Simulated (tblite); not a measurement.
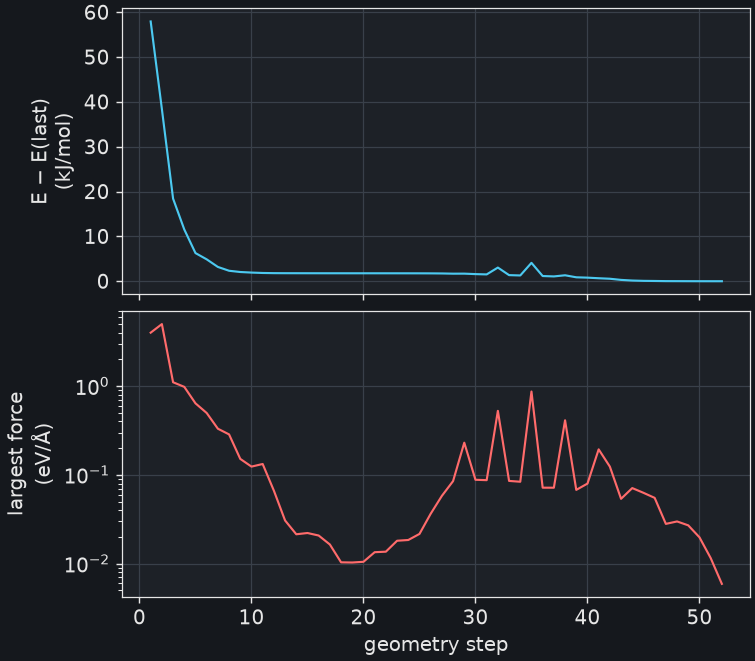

History of a geometry optimisation.

The run: C₄H₂F₂O₃ (SMILES O=C1C=COC(F)(F)O1), by tblite, GFN2-xTB geometry optimisation, gas phase.

How did it end, and what did it gain?

Answer. The optimisation met its thresholds at geometry 52, counting the start as the first. The energy fell by about 58 kJ/mol from the first step to the last, with a rise at steps 32 and 35. The largest force goes from about 4 eV/Å at the start to 6 × 10⁻³ eV/Å at the end.
